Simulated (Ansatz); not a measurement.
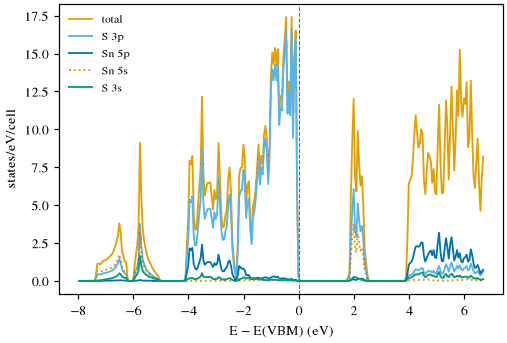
Figure. Total and projected density of states of CaSnS3 in space group R-3 (No. 148; Ca on 6c, Sn on 6c, S on 18f), the program Ansatz at the PBEsol level (PAW)

### Question
Which orbitals carry the states next to the gap?

### Answer
Top 1 eV of the valence band: S 3p 94 %. Bottom 1 eV of the conduction band: S 3p 51 %, Sn 5s 32 %, outside the projected shells 13 %. Projections are on Löwdin-orthogonalised atomic valence shells; empty p or d shells of many metals are not among them.

### Question
Where is the tallest occupied peak in this window, and what makes it?

### Answer
Near -0.3 eV, about 17 states/eV per cell; the largest projected share is S 3p.

The first step of the workflow began from a Materials Project structure, measured or hypothetical; the Crystallography Open Database copy checked does not list it. Whether it is the stable phase at ambient conditions was not checked. Symmetry was held in the PBEsol relaxation; of distortions, only those at the zone centre were tested. Spin–orbit coupling is left out wherever it is not named.

Potentials: the later of the program's two PAW sets.
